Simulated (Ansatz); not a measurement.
# BNH3F3 (SMILES [NH3+][B-](F)(F)F): levels of theory compared

We compute a comparison of 6 runs (HF/3-21G, B3LYP/cc-pVDZ, PBE/cc-pVDZ, PBE0/cc-pVDZ, SVWN5/cc-pVDZ, RPA@PBE/cc-pVDZ) of BNH3F3. 

The calculation is run with Ansatz 0.2.0.

83 further runs of the same task are left out: 83 set aside as unsound or not needed.

## (1) The molecule

The species is BNH3F3 (8 atoms), meant as a singlet with charge 0. SMILES: `[NH3+][B-](F)(F)F`. The N1–H7 distance was set to 1.827 Å, away from the relaxed value. At this shape a bond of the SMILES string is far longer than usual.

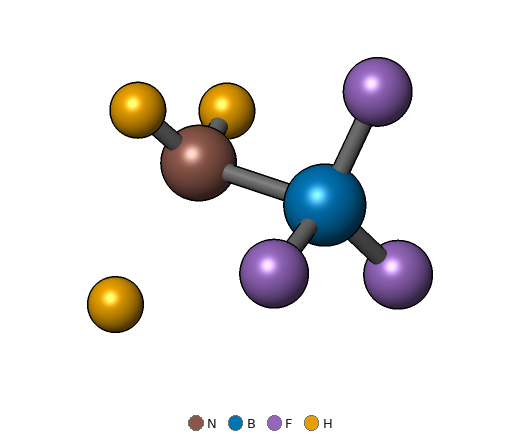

The structure, seen from a chosen angle (nitrogen brown, boron blue, fluorine purple, hydrogen amber).

## (2) A single-point energy at HF/3-21G (run 1)

File run.yaml:

```yaml
crystal:
  periodic: [false, false, false]
  atoms:
    - {symbol: "N", position_ang: [-0.898177, -0.249988, -0.035060]}
    - {symbol: B, position_ang: [0.135123, -0.158888, -1.348860]}
    - {symbol: F, position_ang: [1.124723, -1.057988, -1.058860]}
    - {symbol: F, position_ang: [-0.647777, -0.509688, -2.414660]}
    - {symbol: F, position_ang: [0.547223, 1.145712, -1.360160]}
    - {symbol: H, position_ang: [-1.676677, 0.389712, -0.158760]}
    - {symbol: H, position_ang: [-0.006300, 0.194600, 1.496700]}
    - {symbol: H, position_ang: [-1.260677, -1.193688, 0.058540]}
basis:
  gaussian:
    orbitals: 3-21G.json
hamiltonian:
  xc: hf
accuracy: high
output: {orbitals: {seedname: orbitals}}
```

The basis set 3-21G is read from a file made from the Basis Set Exchange's data (not shown).

Launch:

```bash
$ ansatz run run.yaml --threads 1 --pin off --max-ram 3480MiB --events-out events.jsonl --progress --plain --runs-dir runs
```

Standard output:

```text
Warning: RAYON_NUM_THREADS=1 ignored (pool sized by the plan → 1); use --threads N
Functional definition: HF
  name "HF"
  exchange = exact_x
  correlation = 0
1166 factors; integrals over basis functions are off by at most 9.0e-9 eV
mean field evaluation 1: about -10261.8089 eV, gradient 3.9e1 eV
mean field evaluation 2: about -10262.1021 eV, gradient 3.9e1 eV
mean field evaluation 4: about -10265.1417 eV, gradient 2.4e0 eV
mean field evaluation 8: about -10265.1933 eV, gradient 3.4e-1 eV
mean field evaluation 16: about -10265.1939 eV, gradient 9.1e-8 eV
mean field -10265.19393706 eV, -377.2389191887 hartree, gradient 9.1e-8 eV, S^2 0.000000; 0 other end points of the search recorded, 0 dependent functions left out
reference -10265.19393706 eV, -377.2389191887 hartree; 21, 21 occupied and 30, 30 virtual orbitals, 1166 factors
Total energy: -10265.19393706 eV, -377.2389191887 hartree
```

Wall time 0.56 s (1 thread of Arm Neoverse V1, shared host); peak memory 0.11 GiB.

## (3) A single-point energy at B3LYP/cc-pVDZ (run 2)

File input.yaml:

```yaml
crystal:
  periodic: [false, false, false]
  atoms:
    - {symbol: N, position_ang: [-0.898177, -0.249988, -0.035060]}
    - {symbol: B, position_ang: [0.135123, -0.158888, -1.348860]}
    - {symbol: F, position_ang: [1.124723, -1.057988, -1.058860]}
    - {symbol: F, position_ang: [-0.647777, -0.509688, -2.414660]}
    - {symbol: F, position_ang: [0.547223, 1.145712, -1.360160]}
    - {symbol: H, position_ang: [-1.676677, 0.389712, -0.158760]}
    - {symbol: H, position_ang: [-0.006300, 0.194600, 1.496700]}
    - {symbol: H, position_ang: [-1.260677, -1.193688, 0.058540]}
basis:
  gaussian: {orbitals: cc-pVDZ}
hamiltonian: {xc: {name: B3LYP}}
output: {orbitals: {seedname: orbitals}}
accuracy: high
```

Launch:

```bash
$ ansatz run input.yaml --threads 1 --pin off --max-ram 3480MiB --events-out events.jsonl --progress --plain --runs-dir runs
```

Standard output:

```text
Warning: RAYON_NUM_THREADS=1 ignored (pool sized by the plan → 1); use --threads N
Functional definition: B3LYP
  name "B3LYP"
  parameter a0 = 0.2
  parameter ax = 0.72
  parameter ac = 0.81
  exchange = (1 - a0 - ax)*slater_x + ax*b88_x + a0*exact_x
  correlation = (1 - ac)*vwn_rpa_c + ac*lyp_c
1932 factors; integrals over basis functions are off by at most 3.5e-9 eV
mean field evaluation 1: about -10359.6244 eV, gradient 6.5e1 eV
mean field evaluation 2: about -10343.2018 eV, gradient 1.0e2 eV
mean field evaluation 4: about -10367.9331 eV, gradient 8.2e0 eV
mean field evaluation 8: about -10368.2033 eV, gradient 1.1e0 eV
mean field evaluation 16: about -10368.2060 eV, gradient 1.1e-4 eV
mean field -10368.20601209 eV, -381.0245431219 hartree, gradient 6.3e-8 eV, S^2 0.000000; 0 other end points of the search recorded, 0 dependent functions left out
reference -10368.20604859 eV, -381.0245444632 hartree; 21, 21 occupied and 64, 64 virtual orbitals, 1932 factors
Total energy: -10368.20604859 eV, -381.0245444632 hartree
```

Run time: 7.8 s. Hardware: 1 thread of Arm Neoverse V1, shared host; peak memory 0.27 GiB.

Runs 3 to 5 aren't shown in full; the table further down has their settings and results.

## (4) A single-point energy at RPA@PBE/cc-pVDZ (run 6)

File molecule.yaml:

```yaml
crystal:
  periodic: [false, false, false]
  atoms:
    - symbol: N
      position_ang: [-0.898177, -0.249988, -0.035060]
    - symbol: B
      position_ang: [0.135123, -0.158888, -1.348860]
    - symbol: F
      position_ang: [1.124723, -1.057988, -1.058860]
    - symbol: F
      position_ang: [-0.647777, -0.509688, -2.414660]
    - symbol: F
      position_ang: [0.547223, 1.145712, -1.360160]
    - symbol: H
      position_ang: [-1.676677, 0.389712, -0.158760]
    - symbol: H
      position_ang: [-0.006300, 0.194600, 1.496700]
    - symbol: H
      position_ang: [-1.260677, -1.193688, 0.058540]
basis:
  gaussian: {orbitals: cc-pVDZ}
hamiltonian: {xc: pbe}
correlation: {method: rpa, frozen_orbitals: {B: 1, F: 1, H: 0, "N": 1}}
accuracy: high
```

Launch:

```bash
$ ansatz run molecule.yaml --threads 1 --pin off --max-ram 3480MiB --events-out events.jsonl --progress --plain --runs-dir runs
```

Standard output:

```text
Warning: RAYON_NUM_THREADS=1 ignored (pool sized by the plan → 1); use --threads N
Functional definition: PBE
  name "PBE"
  parameter kappa = 0.804
  parameter beta = 0.06672455060314922
  exchange = pbe_x(kappa = kappa, mu = beta*pi^2/3)
  correlation = pbe_c(beta = beta)
1932 factors; integrals over basis functions are off by at most 3.5e-9 eV
mean field evaluation 1: about -10347.4585 eV, gradient 6.9e1 eV
mean field evaluation 2: about -10347.4492 eV, gradient 6.9e1 eV
mean field evaluation 4: about -10356.1831 eV, gradient 2.1e1 eV
mean field evaluation 8: about -10357.5536 eV, gradient 3.4e-1 eV
mean field evaluation 16: about -10357.5526 eV, gradient 2.2e-4 eV
mean field evaluation 32: about -10323.0417 eV, gradient 7.4e1 eV
mean field -10357.55260395 eV, -380.6330375937 hartree, gradient 2.7e-8 eV, S^2 0.000000; 1 other end points of the search recorded, 0 dependent functions left out
5 core orbitals not correlated: weight in the atoms' cores, before any rotation towards them, 1.000 or more for the frozen orbitals, at most 0.000 for the correlated occupied ones
reference -10318.89154076 eV, -379.2122697272 hartree; 16, 16 occupied and 64, 64 virtual orbitals, 1932 factors
Total energy: -10353.45532949 eV, -380.4824655348 hartree
```

Wall time 14 s (1 thread of Arm Neoverse V1, shared host); peak memory 0.33 GiB.

## (5) All runs side by side

| run | level | frozen core orbitals | energy (Eh) | HOMO energy (eV) | LUMO energy (eV) | HOMO–LUMO gap (eV) | wall time |
| --- | --- | --- | --- | --- | --- | --- | --- |
| 1 | HF/3-21G | – | -377.238919 | -13.75 | -0.60 | 13.15 | 0.56 s |
| 2 | B3LYP/cc-pVDZ | – | -381.024544 | -9.26 | -4.80 | 4.45 | 7.8 s |
| 3 | PBE/cc-pVDZ | – | -380.633038 | -7.44 | -5.38 | 2.06 | 6.6 s |
| 4 | PBE0/cc-pVDZ | – | -380.638284 | -9.63 | -4.53 | 5.10 | 7.8 s |
| 5 | SVWN5/cc-pVDZ | – | -378.393354 | -7.60 | -5.40 | 2.19 | 3.9 s |
| 6 | RPA@PBE/cc-pVDZ | 5 | -380.482466 | – | – | – | 14 s |

## (6) Outcome

| quantity | value |
| --- | --- |
| run 6: total energy | -380.48247 Eh |
| run 6: RPA correlation energy (valence) | -1270.2 mEh |

**Reading.** Over runs 1, 2, 3, 4, 5 the HOMO–LUMO gap runs from 2.06 eV (PBE/cc-pVDZ) to 13.15 eV (HF/3-21G). The two ends differ in method and basis. Totals of different functionals can't be ranked against each other. All runs together took 41 s, the longest 14 s.
